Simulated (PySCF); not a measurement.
# C4H9AlO (SMILES C=[C]1C[O+](C)[AlH2-]1): what the fields show

```xyz
15

C     2.6418   -0.2753   -0.1427
C     1.4005    0.1511    0.0709
C     0.2126   -0.7007   -0.3443
O    -0.8807    0.1339    0.0650
C    -2.1714   -0.3679   -0.1782
Al    0.1350    1.5755    0.7703
H     2.8704   -1.2264   -0.6123
H     3.4918    0.3191    0.1484
H     0.1609   -1.6632    0.1786
H     0.1574   -0.8813   -1.4245
H    -2.3296   -0.5253   -1.2496
H    -2.3247   -1.3132    0.3514
H    -2.8803    0.3721    0.1879
H    -0.2465    1.6135    2.2827
H    -0.2415    2.7962   -0.1255
```

Geometry: GFN2-xTB.

Method: PySCF 2.14.0, PBE0/pcSseg-1, SCF density, gas phase, non-relativistic.

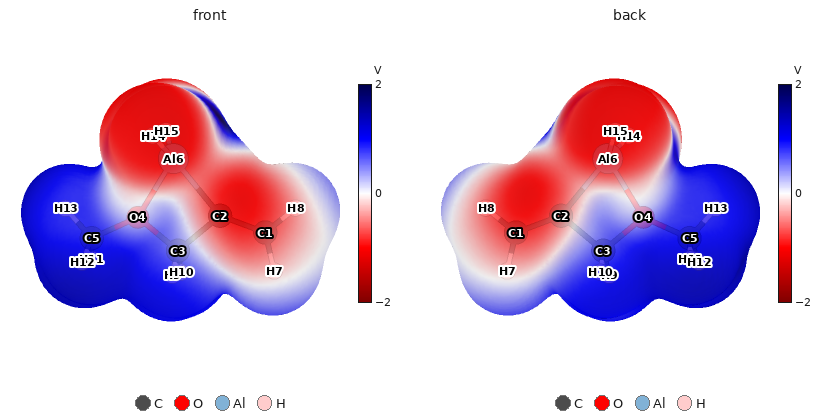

Figure 1. The electrostatic potential painted on the density surface at 0.002 e/bohr³, seen from the front and from behind; the colour scale runs from red (negative) to blue (positive).

> Which sites attract a positive test charge, and which a negative one?

A positive charge is drawn to the negative regions and a negative charge to the positive ones. The most negative region (about −1.1 V) lies over H14 and H15, the most positive (about +1.8 V) over Al6.

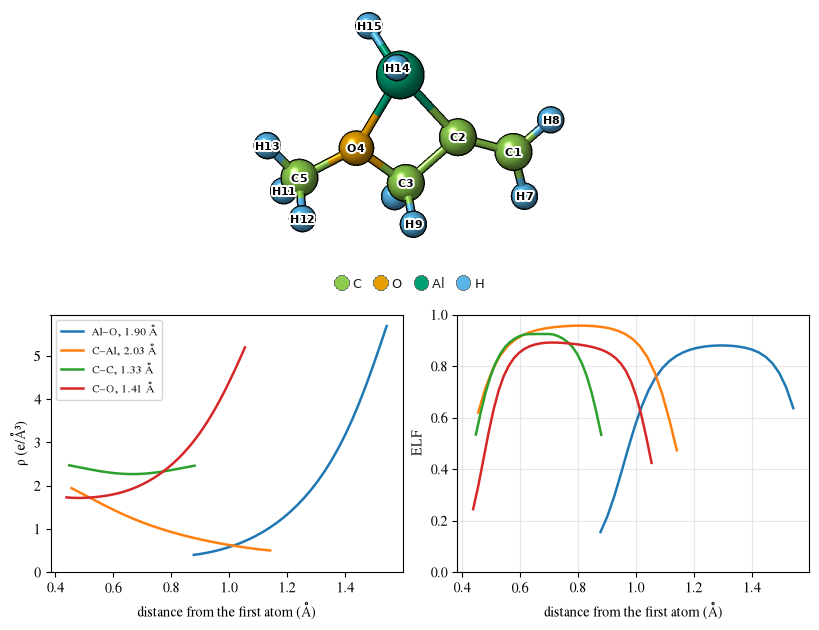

Figure 2. Electron density and ELF along straight lines between neighbouring atoms. The curves leave out the atomic cores. The structure is drawn too.

> What can be read from the curves?

Al–O (1.90 Å): ρ at the midpoint is about 0.49 e/Å³; the ELF peaks at about 0.90 in the valence shell of O, 0.6 Å from its nucleus, and is about 0.40 at the midpoint.
C–Al (2.03 Å): the density is about 0.61 e/Å³ at the midpoint; the ELF peaks at about 0.95 between the atoms (a polar covalent bond).
C–C (1.33 Å): the density is about 2.3 e/Å³ at the midpoint; the ELF peaks at about 0.90 between the atoms: a short, multiple covalent bond.
C–O (1.41 Å): ρ is about 2 e/Å³ halfway, with its minimum of 1.7 e/Å³ about 0.5 Å from C; the ELF peaks at about 0.90 between the atoms, as expected for a polar covalent bond.
